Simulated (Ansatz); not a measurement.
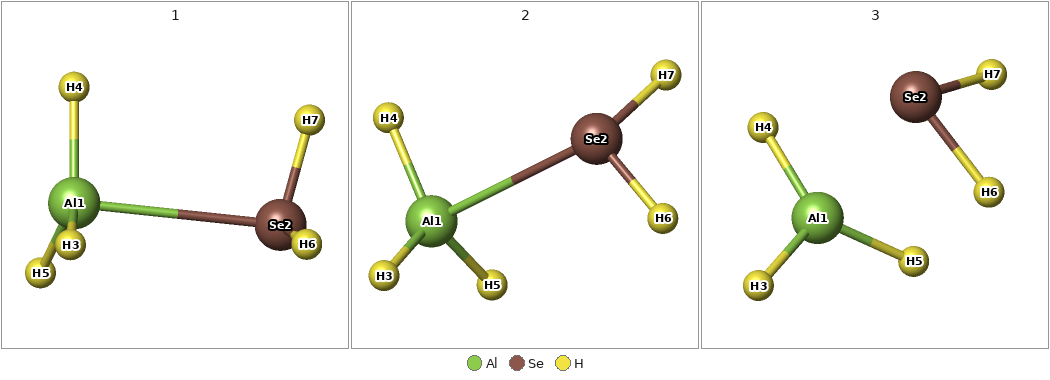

AlH5Se, SMILES [AlH3-][SeH2+]. 
- First axis: umbrella angle at Se2 (between each of its bonds and their common axis; 90 is planar). Second axis: change of the bonds Se2–Al1, Se2–H6, Se2–H7, all alike.
- Nothing is relaxed (all other coordinates rigid).
- Grid: 15 × 15 points.
- Points are written as (first, second).
- Energies are in eV, from the lowest grid point.
- All numbers below come from Ansatz 0.2.0, RHF/def2-TZVP.

The numbered pictures are structures from this grid.

Which is the most stable, and how do the others follow?

1, at (60.1°, 0.019 Å): 0.024 eV; 2, at (108.0°, 0.095 Å): 0.41 eV; 3, at (131.9°, 0.171 Å): 0.78 eV.

The map, with the structures marked:

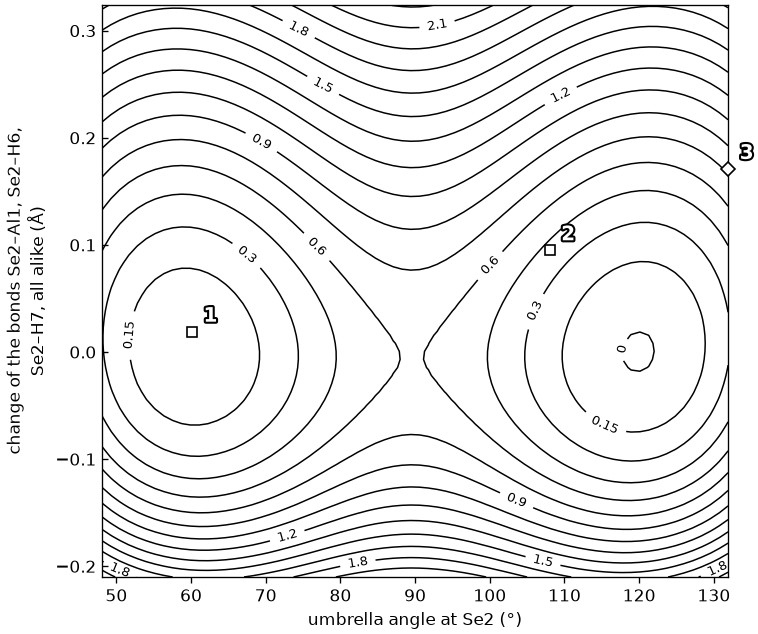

The picture shows contour lines labelled in eV. Between grid points the surface is interpolated.
